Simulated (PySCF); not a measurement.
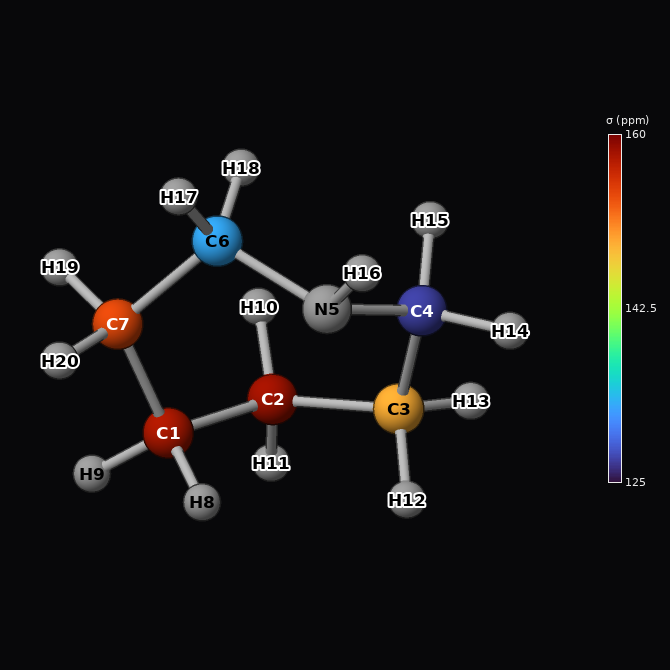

Atoms are coloured by their isotropic NMR shieldings (C only, the others grey). The computed structure is the end point of a GFN2-xTB optimisation. No frequency run is at hand to confirm it as a minimum. Method: GIAO PBE0/pcSseg-1 NMR shielding, non-relativistic, gas phase (PySCF 2.14.0).

**Which C atom is the most shielded (lowest chemical shift)?**

C2 (158.0 ppm).

**Which C atom is the least shielded (highest chemical shift)?**

C4 (127.4 ppm).

**How wide is the range of C shifts?**

30.6 ppm.

List the isotropic NMR shieldings of the C atoms.

| atom | σ (ppm) |
| --- | --- |
| C1 | 157.4 |
| C2 | 158.0 |
| C3 | 148.9 |
| C4 | 127.4 |
| C6 | 132.9 |
| C7 | 153.8 |
